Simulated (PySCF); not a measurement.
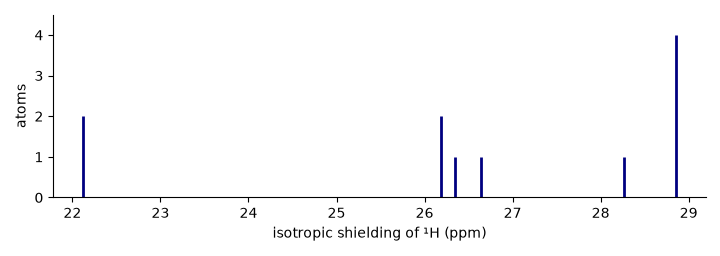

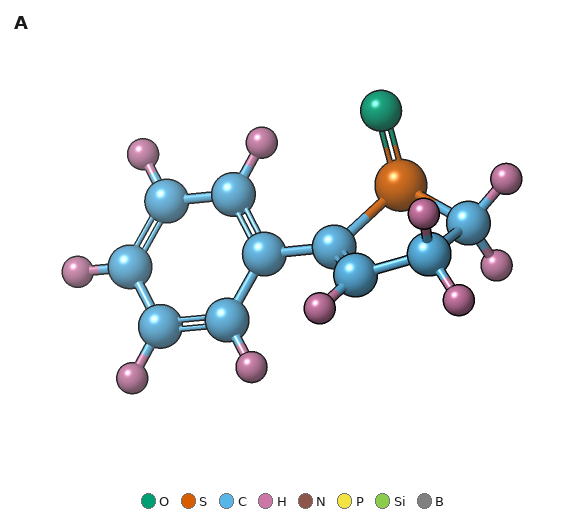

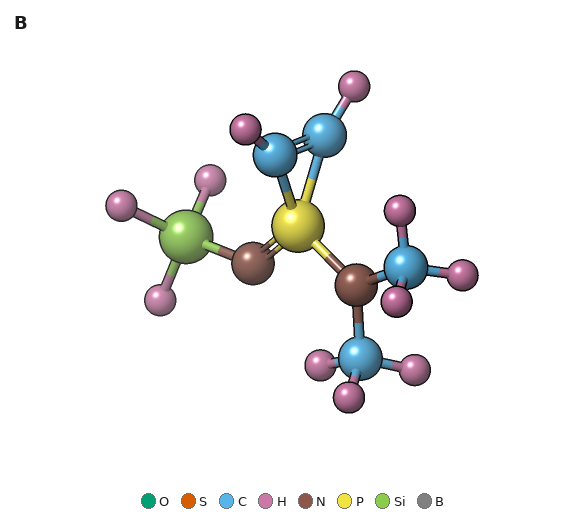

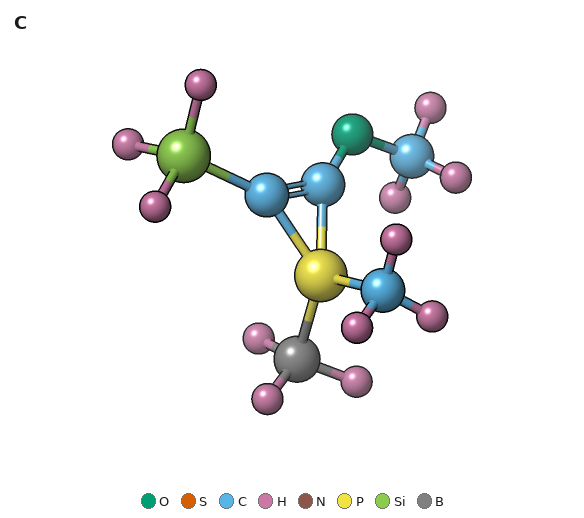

The sticks are computed shieldings of one of the molecules, for one fixed geometry (PBE0-D3(BJ)/def2-SVP) without averaging over rotations. Low shielding means a high chemical shift. Method: GIAO KT2/pcSseg-1 NMR shielding, non-relativistic, gas phase (PySCF 2.14.0).

Which molecule gives this pattern?

Answer. B, `CN(C)P1(=N[SiH3])C=C1`. Its 11 H atoms give lines at 22.12 (2 atoms), 26.18 (2 atoms), 26.35, 26.64, 28.27, 28.86 (4 atoms) ppm.
